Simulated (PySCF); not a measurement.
# C5H7F3Si: what the fields show

```xyz
16

F     2.9055    0.8014    1.1595
C     2.4224   -0.0689    0.2364
F     2.8468   -1.3049    0.5725
C     0.9285    0.0134    0.1948
C     0.1403   -1.0649    0.3334
C    -1.3522   -0.8905    0.2729
Si   -1.5321    0.9476   -0.1023
F    -2.1000    1.1784   -1.6142
C     0.3013    1.3689   -0.0127
H     2.8795    0.1974   -0.7357
H     0.5809   -2.0541    0.4898
H    -1.8325   -1.1909    1.2204
H    -1.8074   -1.5216   -0.5104
H    -2.4253    1.7222    0.8011
H     0.5580    2.0520    0.8144
H     0.6588    1.8537   -0.9386
```

Geometry: PBE0-D3(BJ)/def2-SVP.

All numbers below come from CAM-B3LYP/def2-SVPD, SCF density, gas phase in PySCF.

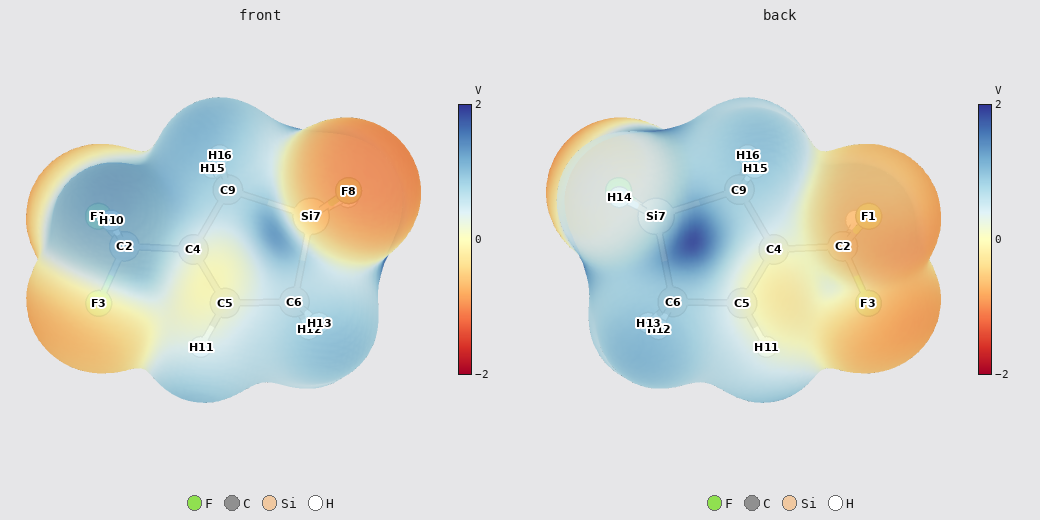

Figure 1. The molecular electrostatic potential painted on the density surface at 0.002 e/bohr³, seen from the front and from behind; the colour scale runs from red (negative) to blue (positive).

### Describe the electrostatic potential map.

The most negative region (about −1.0 V, or −23 kcal/mol for a unit charge) lies over F8, the most positive (about +1.7 V, or +39 kcal/mol for a unit charge) over Si7.

### What dipole moment does the calculation give?

Its dipole moment is 1.00 D.

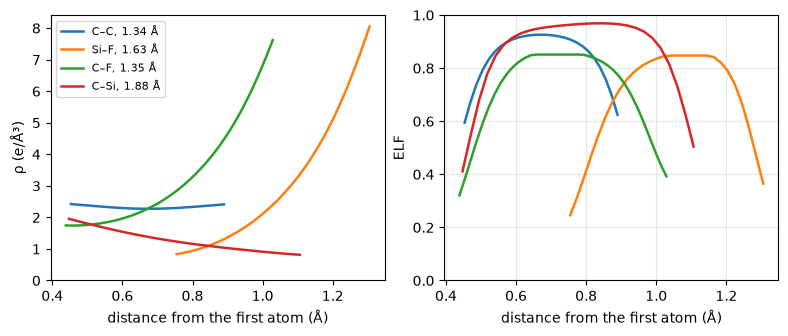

Figure 2. Electron density and ELF along straight lines between neighbouring atoms. The curves leave out the atomic cores.

### Compare the contacts.

C–C (1.34 Å): the density is about 2.3 e/Å³ at the midpoint; the ELF peaks at about 0.95 between the atoms (a multiple bond).
Si–F (1.63 Å): the density is about 0.99 e/Å³ at the midpoint; the ELF peaks at about 0.85 in the valence shell of F, 0.6 Å from its nucleus, and is about 0.50 at the midpoint.
C–F (1.35 Å): ρ at the midpoint is about 2.3 e/Å³, with its minimum of 1.7 e/Å³ about 0.5 Å from C; the ELF peaks at about 0.85 between the atoms, as expected for a shared but strongly polarised pair.
C–Si (1.88 Å): ρ at the midpoint is about 0.98 e/Å³; the ELF peaks at about 0.95 between the atoms; a shared electron pair.
